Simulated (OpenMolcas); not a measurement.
# GaH3F (charge −1): single-point calculation

GaH3F, charge −1, SMILES [F][GaH3-], computed with HF/ANO-S-MB, RHF (OpenMolcas 26.06).

The geometry comes from this level: GFN2-xTB.

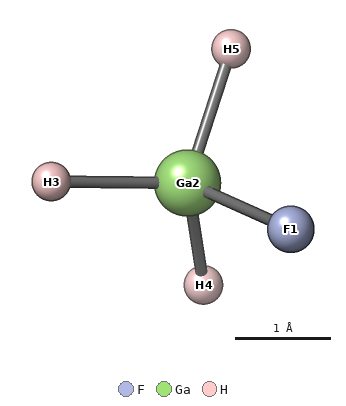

Fig. 1: The structure (ball-and-stick view, seen at a tilt; atoms are numbered from 1 in the order of the input). Sticks mark near contacts. Bond lengths as drawn: F–Ga 1.78 Å and Ga–H 1.55 Å.

## Key numbers

```csv
quantity,value
outcome,converged
total energy,−2024.393546 hartree
basis functions,26
HOMO,−5.65 eV
LUMO,10.34 eV
hardware,"1 thread of Arm Neoverse V2, 24 GiB of memory available, shared host"
wall time,1.9 s
peak memory,0.37 GiB
```

## The input
```
&GATEWAY
 COORD
 5
 angstrom
 F       -0.500550      -0.495900       1.533090
 Ga       0.029420       0.026920      -0.084310
 H       -0.873870       1.229730      -0.473840
 H       -0.177300      -1.196140      -1.021500
 H        1.522310       0.435400       0.046550
 BASIS=ANO-S-MB
 GROUP=NoSym

&SEWARD

&SCF
 CHARGE=-1
 PRORBITALS=1 1
```

Launched with:
```bash
export MOLCAS_MEM=1860
pymolcas step1.inp > step1.log
```

## Output
```
--- Start Module: gateway ---

                                              &GATEWAY

                       available to each process: 1.9 GB of memory, 1 thread

++    Symmetry information:
      ---------------------

                    Character Table for C1

                             E
                    a        1  x, y, xy, Rz, z, xz, Ry, yz, Rx, I
--

++    Basis set information:
      ----------------------

      Basis set label: F.ANO-S...2S1P.

      Electronic valence basis set:
      ------------------
      Associated Effective Charge   9.000000 au
      Associated Actual Charge      9.000000 au
      Nuclear Model: Point charge

      Shell  nPrim  nBasis  Cartesian Spherical Contaminant
         s      10       2        X
         p       6       1        X

      Basis set label: GA.ANO-S...4S3P1D.

      Electronic valence basis set:
      ------------------
      Associated Effective Charge  31.000000 au
      Associated Actual Charge     31.000000 au
      Nuclear Model: Point charge

      Shell  nPrim  nBasis  Cartesian Spherical Contaminant
         s      17       4        X
         p      15       3        X
         d       9       1                 X

      Basis set label: H.ANO-S...1S.

      Electronic valence basis set:
      ------------------
      Associated Effective Charge   1.000000 au
      Associated Actual Charge      1.000000 au
      Nuclear Model: Point charge

      Shell  nPrim  nBasis  Cartesian Spherical Contaminant
         s       7       1        X
--

++    Molecular structure info:
      -------------------------

                    ************************************************
                    **** Cartesian Coordinates / bohr, angstrom ****
                    ************************************************

     Center  Label                x              y              z                     x              y              z
        1      F1              -0.945902      -0.937115       2.897120             -0.500550      -0.495900       1.533090
        2      GA2              0.055596       0.050871      -0.159323              0.029420       0.026920      -0.084310
        3      H3              -1.651375       2.323853      -0.895428             -0.873870       1.229730      -0.473840
        4      H4              -0.335048      -2.260377      -1.930355             -0.177300      -1.196140      -1.021500
        5      H5               2.876749       0.822787       0.087967              1.522310       0.435400       0.046550

                    ***************************************
                    *    InterNuclear Distances / bohr    *
                    ***************************************

               1 F1            2 GA2           3 H3            4 H4            5 H5
    1 F1       0.000000
    2 GA2      3.364663        0.000000
    3 H3       5.051240        2.936332        0.000000
    4 H4       5.042686        2.937861        4.880467        0.000000
    5 H5       5.059769        2.935287        4.870746        4.888268        0.000000

                    *******************************************
                    *    InterNuclear Distances / angstrom    *
                    *******************************************

               1 F1            2 GA2           3 H3            4 H4            5 H5
    1 F1       0.000000
    2 GA2      1.780503        0.000000
    3 H3       2.673001        1.553840        0.000000
    4 H4       2.668475        1.554649        2.582632        0.000000
    5 H5       2.677514        1.553287        2.577488        2.586760        0.000000

                    **************************************
                    *    Valence Bond Angles / degree    *
                    **************************************
                          Atom centers                 Phi
                      3 H3       2 GA2      4 H4       112.37
                      3 H3       2 GA2      5 H5       112.10
                      4 H4       2 GA2      5 H5       112.67
--

            Nuclear Potential Energy            120.55107584 au

--- Stop Module: gateway /rc=_RC_ALL_IS_WELL_ ---

--- Start Module: seward ---

                                              &SEWARD

                       available to each process: 1.9 GB of memory, 1 thread

               SEWARD will generate:
                  Multipole Moment integrals up to order  2
                  Kinetic Energy integrals
                  Nuclear Attraction integrals (point charge)
                  One-Electron Hamiltonian integrals
                  Velocity integrals
                  Orbital angular momentum around ( -0.1456  -0.1474   0.4541 )
                  Velocity quadrupole around ( -0.1456  -0.1474   0.4541 )
                  Two-Electron Repulsion integrals

                   Integrals are discarded if absolute value <: 1.00E-14
                   Integral cutoff threshold is set to       <: 1.00E-16

            Nuclear Potential Energy            120.55107584 au

      Basis set specifications :
      Symmetry species         a
      Basis functions           26

--- Stop Module: seward /rc=_RC_ALL_IS_WELL_ ---

--- Start Module: scf ---

                                                &SCF

                       available to each process: 1.9 GB of memory, 1 thread

++    Input section:
      --------------

      Header of the integral files:

      Cartesian coordinates in angstrom:
      -----------------------------------------------------
      No.  Label        X            Y            Z
      -----------------------------------------------------
       1   F1        -0.50055000  -0.49590000   1.53309000
       2   GA2        0.02942000   0.02692000  -0.08431000
       3   H3        -0.87387000   1.22973000  -0.47384000
       4   H4        -0.17730000  -1.19614000  -1.02150000
       5   H5         1.52231000   0.43540000   0.04655000
      -----------------------------------------------------
      Nuclear repulsion energy =  120.55107584
--

++    Orbital specifications:
      -----------------------

      Symmetry species               1
                                     a
      Frozen orbitals                0
      Aufbau                        22
      Start temperature = 0.500
      End temperature   = 0.010
      Temperature Factor= 0.460
      Deleted orbitals               0
      Total number of orbitals      26
      Number of basis functions     26
--

      Molecular charge                          -1.000

++    Optimization specifications:
      ----------------------------

      SCF Algorithm: Conventional
      Minimized density differences are used
      Number of density matrices in core                 5
      Maximum number of NDDO SCF iterations            400
      Maximum number of HF SCF iterations              400
      Threshold for SCF energy change             1.00E-09
      Threshold for density matrix                1.00E-04
      Threshold for Fock matrix                   1.50E-04
      Threshold for linear dependence             1.00E-09
      Threshold at which DIIS is turned on        1.50E-01
      Maximum depth in the DIIS procedure                5
      Maximum depth in the BFGS Hessian update          30
      Threshold at which QNR/C2DIIS is turned on  7.50E-02
      Threshold for Norm(delta) (QNR/C2DIIS)      1.00E-03
      All orbitals punched on: SCFORB
--

      Input vectors read from INPORB
      Orbital file label: *Guess orbitals

++ Convergence information
                                   SCF        iterations: Energy and convergence statistics

Iter     Tot. SCF        One-elec.       Two-elec.     Energy      Max Dij or  Max Fij      DNorm      TNorm      AccCon     Time
         Energy          Energy          Energy        Change      Delta Norm                                                in Sec.

 The total and one-electron energies are shifted by a value of      2000. a.u.

   1   -20.232759701 -1040.540761059   899.756925520   0.00E+00    1.18E-01*   3.34E+01*    1.12E+01   2.31E+02   None         0.
   2   -23.039944110 -1078.873984295   935.282964348  -2.81E+00*   1.69E-01*   1.51E-01*    4.21E+00   2.35E+02   EDIIS        0.
   3   -23.834066734 -1073.767673918   929.382531347  -7.94E-01*   1.20E-01*   1.99E-01*    2.54E+00   2.35E+02   EDIIS        0.
   4   -24.358802803 -1076.752601680   931.842723040  -5.25E-01*   1.41E-01*   1.10E-01*    9.68E-01   2.35E+02   EDIIS        0.
   5   -24.392959085 -1075.797210845   930.853175923  -3.42E-02*   1.67E-02*   4.58E-02*    4.16E-01   2.35E+02   EDIIS        0.
   6   -24.393479691 -1075.856764119   930.912208591  -5.21E-04*   9.18E-03*   4.01E-03*    8.47E-02   2.35E+02   EDIIS        0.

       Fermi aufbau procedure completed!
      nOcc=   22

   7   -24.393534354 -1075.839261959   930.894651768  -5.47E-05*   9.78E-04*   1.68E-03*    5.74E-03   2.35E+02   c2DIIS       0.
   8   -24.393545886 -1075.837998511   930.893376787  -1.15E-05*   2.18E-04    1.08E-04     7.46E-04   2.35E+02   QNRc2DIIS    0.
   9   -24.393545976 -1075.837499915   930.892878102  -8.94E-08*   1.22E-04    3.11E-05     8.90E-05   2.35E+02   QNRc2DIIS    0.
  10   -24.393545991 -1075.837642159   930.893020331  -1.52E-08*   1.43E-05    4.40E-06     1.45E-05   2.35E+02   QNRc2DIIS    0.
  11   -24.393545991 -1075.837652627   930.893030798  -2.64E-10    2.17E-06    8.78E-07     2.52E-03   2.35E+02   QNRc2DIIS    0.

       Convergence after  11 Iterations
--

 *****************************************************************************************************************************
 *                                             SCF/KS-DFT Program, Final results                                             *
 *                                                       Final Results                                                       *
 *****************************************************************************************************************************

::    Total SCF energy                              -2024.3935459914
      One-electron energy                           -3075.8376526266
      Two-electron energy                             930.8930307980
      Nuclear repulsion energy                        120.5510758371
      Kinetic energy (interpolated)                  2026.2543669360
      Virial theorem                                    0.9990816449
      Total spin, S(S+1)                                0.0000000000
      Total spin, S                                     0.0000000000
      Max non-diagonal density matrix element           0.0000027071
      Max non-diagonal Fock matrix element              0.0000002379

      All orbitals with orbital energies smaller than  E(LUMO)+0.5 are printed

++    Molecular orbitals:
      -------------------

      Title: SCF orbitals

      Molecular orbitals for symmetry species 1: a

          Orbital            1         2         3         4         5         6         7         8         9        10
          Energy         -378.6807  -48.0299  -42.3587  -42.3587  -42.3586  -25.7066   -6.2550   -4.3479   -4.3479   -4.3479
          Occ. No.          2.0000    2.0000    2.0000    2.0000    2.0000    2.0000    2.0000    2.0000    2.0000    2.0000

          Orbital           11        12        13        14        15        16        17        18        19        20
          Energy           -1.2113   -1.0614   -1.0614   -1.0572   -1.0572   -1.0481   -0.4371   -0.3062   -0.3060   -0.2720
          Occ. No.          2.0000    2.0000    2.0000    2.0000    2.0000    2.0000    2.0000    2.0000    2.0000    2.0000

          Orbital           21        22        23        24        25        26
          Energy           -0.2082   -0.2077    0.3798    0.5261    0.5283    0.5905
          Occ. No.          2.0000    2.0000    0.0000    0.0000    0.0000    0.0000

--

++    Molecular charges:
      ------------------

      Mulliken charges per centre and basis function type
      ---------------------------------------------------

                F1      GA2     H3      H4      H5
      1s       2.0001  2.0000  1.2475  1.2471  1.2474
      2s       1.9506  2.0000  0.0000  0.0000  0.0000
      2px      1.9549  2.0000  0.0000  0.0000  0.0000
      2pz      1.8322  2.0000  0.0000  0.0000  0.0000
      2py      1.9555  2.0000  0.0000  0.0000  0.0000
      3s       0.0000  2.0000  0.0000  0.0000  0.0000
      3px      0.0000  1.9998  0.0000  0.0000  0.0000
      3pz      0.0000  1.9999  0.0000  0.0000  0.0000
      3py      0.0000  1.9998  0.0000  0.0000  0.0000
      4s       0.0000  0.9075  0.0000  0.0000  0.0000
      3d2+     0.0000  1.9977  0.0000  0.0000  0.0000
      3d1+     0.0000  1.9992  0.0000  0.0000  0.0000
      3d0      0.0000  1.9978  0.0000  0.0000  0.0000
      3d1-     0.0000  1.9979  0.0000  0.0000  0.0000
      3d2-     0.0000  1.9977  0.0000  0.0000  0.0000
      4px      0.0000  0.6597  0.0000  0.0000  0.0000
      4pz      0.0000  0.3464  0.0000  0.0000  0.0000
      4py      0.0000  0.6613  0.0000  0.0000  0.0000
      Total    9.6932 30.5649  1.2475  1.2471  1.2474

      N-E     -0.6932  0.4351 -0.2475 -0.2471 -0.2474

      Total electronic charge=   44.000000

      Total            charge=   -1.000000
--

++    Static properties:
      ------------------

      LoProp Charges per center

                   F1       GA2      H3       H4       H5
      Nuclear      9.0000  31.0000   1.0000   1.0000   1.0000
      Electronic  -9.5936 -30.8277  -1.1931  -1.1927  -1.1929

      Total       -0.5936   0.1723  -0.1931  -0.1927  -0.1929
--

++    Natural Bond Order analysis
      ---------------------------
      Based on LoProp computed density
      -------------------------------------------------------------------------------------
      Atom A       Atom B       Bond Order
      -------------------------------------------------------------------------------------
      NBO located      1.000 non-bonded electrons on atom F1
      NBO located      1.006 non-bonded electrons on atom F1
      NBO located      0.995 non-bonded electrons on atom F1
      NBO located      0.994 non-bonded electrons on atom GA2
      NBO located      1.006 non-bonded electrons on atom GA2
      NBO located      1.005 non-bonded electrons on atom GA2
      NBO located      1.002 non-bonded electrons on atom GA2
      NBO located      0.999 non-bonded electrons on atom GA2
      NBO located      0.997 non-bonded electrons on atom GA2
      NBO located      0.998 non-bonded electrons on atom GA2
      NBO located      0.998 non-bonded electrons on atom GA2
      NBO located      0.998 non-bonded electrons on atom GA2
      NBO located      0.999 non-bonded electrons on atom GA2
      NBO located      1.000 non-bonded electrons on atom GA2
      NBO located      1.000 non-bonded electrons on atom GA2
      NBO located      1.000 non-bonded electrons on atom GA2
      NBO located      1.000 non-bonded electrons on atom GA2
      The remaining    6.138 electrons are to be considered as diffuse
--

++    Molecular properties:
      ---------------------

      Charge (e):
                      =   -1.0000
      Dipole Moment (debye):
      Origin of the operator (angstrom)=   -0.0770   -0.0780    0.2403
                   X=  1.4231E-01               Y=  1.2077E-01               Z= -3.7909E-01           Total=  4.2255E-01
      Center of Charge (angstrom)
                     X=   -0.10667323               Y=   -0.10313622               Z=    0.31922892
      Quadrupole Moment (debye*angstrom):
      Origin of the operator (angstrom)=   -0.0770   -0.0780    0.2403
                  XX= -3.5213E+01              XY= -1.7127E-01              XZ=  4.6777E-01              YY= -3.5237E+01
                  YZ=  4.6903E-01              ZZ= -3.6455E+01
      In traceless form (debye*angstrom)
                  XX=  6.3299E-01              XY= -2.5691E-01              XZ=  7.0165E-01              YY=  5.9656E-01
                  YZ=  7.0354E-01              ZZ= -1.2295E+00
--

--- Stop Module: scf /rc=_RC_ALL_IS_WELL_ ---

.##################.
.# Happy landing! #.
.##################.

    Timing: Wall=1.69 User=1.37 System=0.31
```

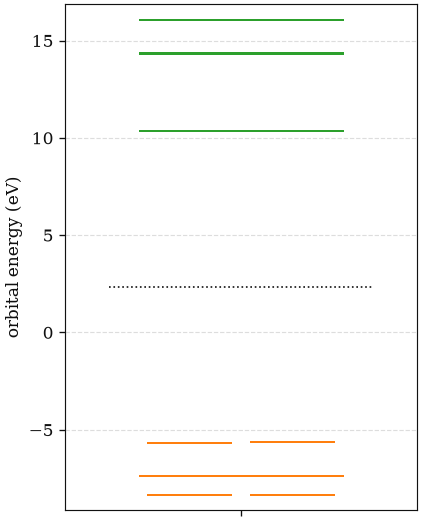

Fig. 2: Orbital energies near the frontier; the dotted line parts filled from empty levels, and levels within 0.02 eV of each other stand side by side. Highest filled −5.65 eV, lowest empty 10.34 eV, 15.99 eV apart.

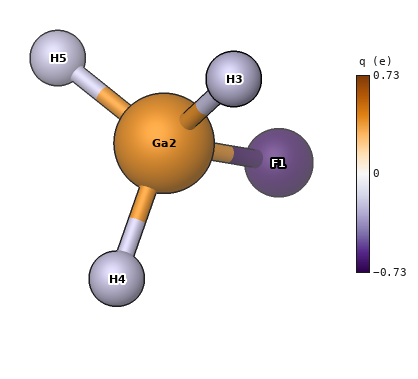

Fig. 3: Mulliken charges, as the colour of each atom (ball-and-stick view, seen at a tilt; atoms are numbered from 1 in the order of the input). By element: F −0.69, Ga +0.44 and H −0.25 e.
